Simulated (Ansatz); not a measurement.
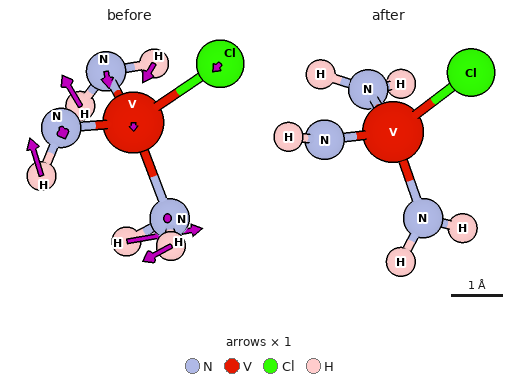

The structure of VN3H5Cl (coarse preliminary run) before (left) and after (right) a relaxation, at one scale. The purple arrows give the displacements, at their true length.

Style: ball-and-stick. Shown from a free direction.

The start comes from a force field.

Level of theory: Ansatz, RKS PBE-D4/def2-SVP.

The input:
```yaml
crystal:
  periodic: [false, false, false]
  atoms:
    - {symbol: N, position_ang: [-1.766200, 0.484200, -0.665800]}
    - {symbol: V, position_ang: [-0.064700, -0.034700, -0.577500]}
    - {symbol: N, position_ang: [-0.036000, -1.986600, 0.021600]}
    - {symbol: N, position_ang: [1.026900, 1.145100, 0.768000]}
    - {symbol: Cl, position_ang: [0.944100, 0.150700, -2.697500]}
    - {symbol: H, position_ang: [-2.135400, 1.335300, -0.102600]}
    - {symbol: H, position_ang: [-0.182400, -1.984600, 1.063300]}
    - {symbol: H, position_ang: [1.024700, -2.288100, -0.077700]}
    - {symbol: H, position_ang: [0.772000, 2.144400, 0.548300]}
    - {symbol: H, position_ang: [0.500200, 0.983300, 1.722800]}
basis:
  gaussian: {orbitals: def2-SVP}
hamiltonian: {xc: pbe, dispersion: d4}
relax: {f_tol: 0.03, max_steps: 200}
```

Launched with:
```bash
ansatz run in.yaml --threads 4 --pin off --events-out ev --progress --plain --max-ram 10444MiB
```

Question: What changed between the two?

Answer: The largest move after the best rigid fit is that of H10, 1.56 Å. Largest moves by element: H 1.56 Å, N 0.38 Å, Cl 0.26 Å, V 0.19 Å. Near-neighbour distances that change, for instance: V2–N4 2.096 → 1.834 Å, V2–N3 2.042 → 1.833 Å, N1–V2 1.781 → 1.617 Å, V2–Cl5 2.355 → 2.211 Å. Bond angles that change, for instance: V2–N1–H6 121.9° → 164.1°, V2–N4–H9 105.9° → 127.0°, V2–N3–H7 106.7° → 127.0°. The energy falls by 239.9 kJ/mol in 16 accepted moves (17 points after the start). Largest force component: 3.6 eV/Å at the start, 0.0064 eV/Å at the end. The line search rejected the trial step at point 13 of the run. The run took 25 s on 4 threads of Intel Xeon Platinum 8488C, with other jobs on the host.
